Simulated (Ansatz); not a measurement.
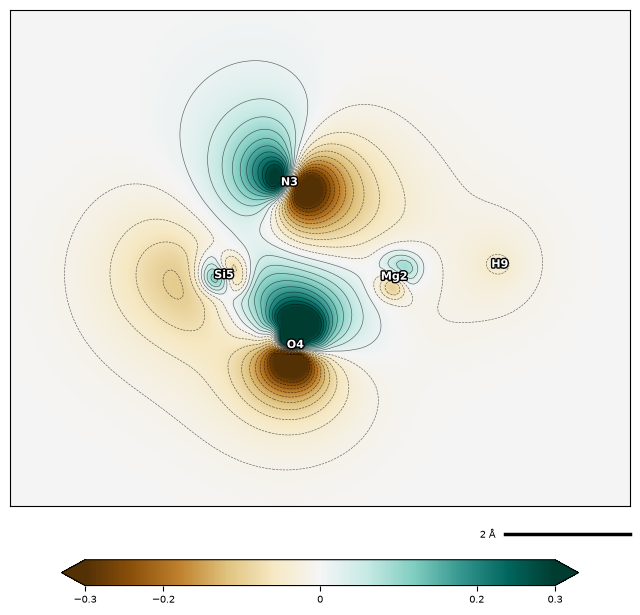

*FH₄MgNOSi. The HOMO−1 on the plane of atoms Mg2, O4 and Si5 (values in Å⁻³ᐟ²; the overall sign is arbitrary).*

Geometry: PBE0-D3(BJ)/def2-SVP.

Theory: isolated molecule in a Gaussian basis; Kohn-Sham density functional theory, functional PBE0 (Ansatz 0.2.0).

Input file:

```
crystal:
  periodic: [false, false, false]
  atoms:
    - symbol: F
      position_ang: [-1.543950, 0.750178, 0.868759]
    - symbol: Mg
      position_ang: [-2.572477, -2.810265, 0.102019]
    - symbol: "N"
      position_ang: [-1.828682, -1.056949, -1.119076]
    - symbol: O
      position_ang: [-1.329442, -1.934887, 1.285115]
    - symbol: Si
      position_ang: [-0.914857, -0.670113, 0.400279]
    - symbol: H
      position_ang: [0.522609, -0.437326, 0.129379]
    - symbol: H
      position_ang: [-1.256110, -1.282075, -1.934041]
    - symbol: H
      position_ang: [-2.473047, -0.323110, -1.418405]
    - symbol: H
      position_ang: [-3.650529, -4.067046, -0.280539]
basis:
  gaussian:
    orbitals: def2-TZVPD
hamiltonian:
  xc: {name: PBE0}
output: {forces: true, orbitals: {seedname: orbitals}}
```

Command:

```sh
ansatz run input.yaml --threads 2 --pin off --max-ram 4350MiB --events-out events.jsonl --progress --plain --runs-dir runs
```

> Describe this orbital and give its energy.

Its weight (Hirshfeld) is mainly on O4 (about 65 %), Si5 (about 15 %) and N3 (about 5 %). Its energy is −8.81 eV.
